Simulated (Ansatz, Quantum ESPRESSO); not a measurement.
# Cl on fcc sites of Ir(111): the work function of the upper face at a withheld member of a series

How the rows were computed: Quantum ESPRESSO 7.5, PBE, GBRV ultrasoft. Slabs of 3 layers, covered on the upper face; adsorbates and the top layer relax in a periodic cell, the rest is held (the clean slab relaxes both outer layers); a run under open boundaries (ESM, bc1) gives both vacuum levels. Cells of one to 9 surface sites carry the coverages, on meshes of like density; cold smearing of 0.02 Ry. The slabs take the lattice constants of the bulk relaxed by the same program. The series steps the coverage.

```
 coverage  work function of the upper face (eV)
     0 ML                                 5.266
0.1111 ML                                 5.077
0.1667 ML                                 4.994
  0.25 ML                                 4.921
0.3333 ML                                 4.815
   0.5 ML                                 5.087
0.6667 ML                                 5.087
  0.75 ML                                 5.070
```

To predict: What is the work function of the upper face at 1 ML?

**Worked estimate.** The rows at 0.6667 ML and 0.75 ML give a slope of (5.070 − (5.087))/(0.75 − (0.6667)) = −0.2041, so a straight line gives 5.019 eV. A parabola through these and the row at 0.5 ML gives 4.951 eV.

**Check.** 5.038 eV. The line misses by −0.019 and the parabola by −0.087 eV. The line does better here.

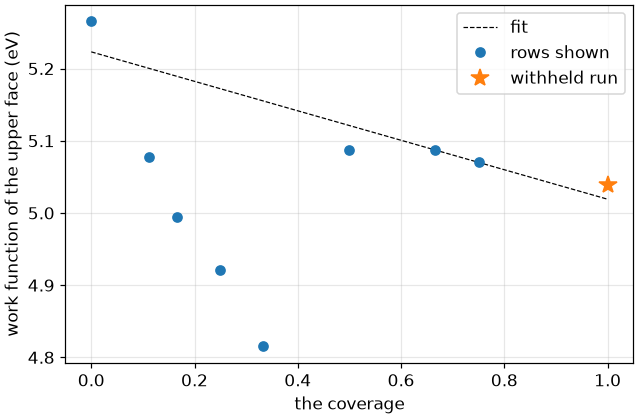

The rows shown, the fit and the withheld run.

Caveats: Thin slabs, one site and one ordered pattern a coverage; no reconstruction or subsurface sites; meshes differ a little between cells.

[Logs are printed without paths, hosts, clocks, repeated set-up lines and the standing remarks that a program may print on its own settings, such as how far it seeks lower states.]
